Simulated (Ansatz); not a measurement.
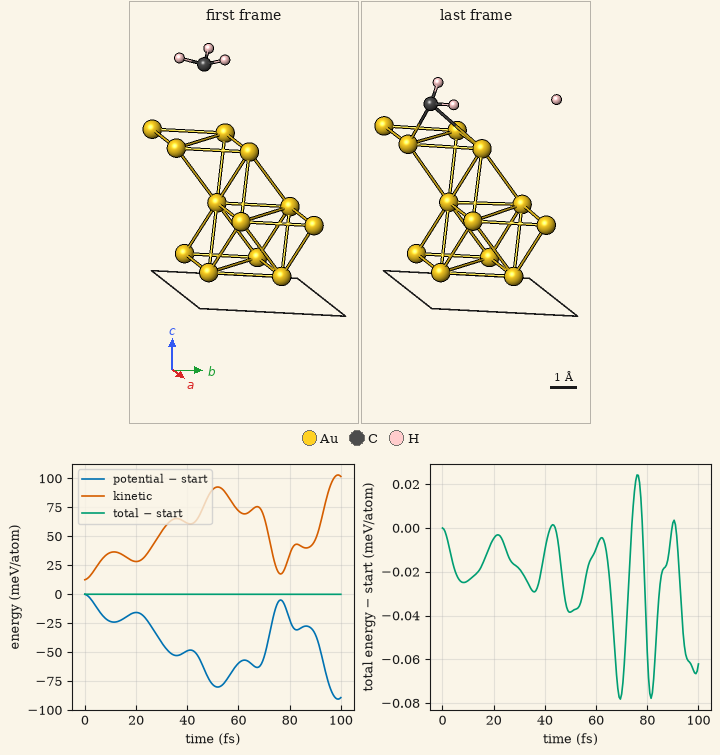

First-principles dynamics of CH3 on Au(111) (16 atoms in the cell), 100 fs long. Style: ball-and-stick. Shown: the simulation cell, with the vacuum cut short, slightly off an axis. Bonds to atoms that aren't drawn are left out.

These are results of DFT PBE, scalar-relativistic, plane waves, PAW (Ansatz), not measurements. Settings: plane-wave cutoff 420 eV; k-point mesh 2 × 2 × 1; Fermi-Dirac smearing 0.1 eV; low-accuracy preset; 4 atoms held fixed; constant energy (NVE); time step 0.5 fs; at the start 4 atoms move with typed velocities and the others are at rest.

The input:
```yaml
accuracy: low
crystal:
  lattice:
    - [5.769991, 0.0, 0.0]
    - [2.884996, 4.996959, 0.0]
    - [0.0, 0.0, 19.711178]
  atoms:
    - { symbol: Au, position: [0.1666667, 0.1666667, 0.0507326] }
    - { symbol: Au, position: [0.6666667, 0.1666667, 0.0507326] }
    - { symbol: Au, position: [0.1666667, 0.6666667, 0.0507326] }
    - { symbol: Au, position: [0.6666667, 0.6666667, 0.0507326] }
    - { symbol: Au, position: [-0.1666667, 0.3333333, 0.1702379] }
    - { symbol: Au, position: [0.3333333, 0.3333333, 0.1702379] }
    - { symbol: Au, position: [-0.1666667, 0.8333333, 0.1702379] }
    - { symbol: Au, position: [0.3333333, 0.8333333, 0.1702379] }
    - { symbol: Au, position: [0.0, 0.0, 0.2897431] }
    - { symbol: Au, position: [0.5, 0.0, 0.2897431] }
    - { symbol: Au, position: [0.0, 0.5, 0.2897431] }
    - { symbol: Au, position: [0.5, 0.5, 0.2897431] }
    - { symbol: C, position: [0.6701009, 0.1348217, 0.4764293] }
    - { symbol: H, position: [0.7786994, -0.0712027, 0.494693] }
    - { symbol: H, position: [0.7666584, 0.2444078, 0.494693] }
    - { symbol: H, position: [0.4638905, 0.2332603, 0.494693] }
basis:
  ecutwfc: 420.0
kpoints:
  mp_grid: { grid: [2, 2, 1] }
hamiltonian:
  xc: pbe
scf:
  occupations: { method: fermi_dirac, width: 0.1 }
  lower_state_search: "off"
  max_iter: 53
md:
  timestep: 0.5
  n_steps: 200
  ensemble: nve
  initial_velocities: zero
  seed: 51690
  initial_site_velocities:
    - { site: 12, velocity: [0.0, 0.0, -0.016022] }
    - { site: 13, velocity: [0.0, 0.0, -0.016022] }
    - { site: 14, velocity: [0.0, 0.0, -0.016022] }
    - { site: 15, velocity: [0.0, 0.0, -0.016022] }
  constraints: [{ sites: [0, 1, 2, 3] }]
```

Launched with:
```bash
ansatz run input.yaml --threads 2 --pin off --max-ram 5120MiB --backend cpu --events-out ev --progress --plain --runs-dir out
```

### Check the integration.

The total energy stays between −0.078 and 0.024 meV per atom of its start. A straight-line fit has a slope that amounts to −0.028 meV per atom over 100 fs (under 0.1 % of the mean kinetic energy), its mean offset in the second half is under 0.1 %, and the ripple about the line is under 0.1 % of the kinetic energy's fluctuation. With a drift under 2 % and a ripple under 7 %, the integration is accurate. The thermostat's time constant is so short that it disturbs the motion. Over the second half the temperature averages 651 K (spread ±252 K). It is well above the start because potential energy is released as heat. The potential energy in the second half lies on average 50.7 meV per atom below the first frame.

Limits of the set-up: the k-point mesh is coarse for a cell with partly filled bands; the program's low-accuracy preset was used; the periodic images lie only 5.8 Å apart, so the values are limited by the cell's size.
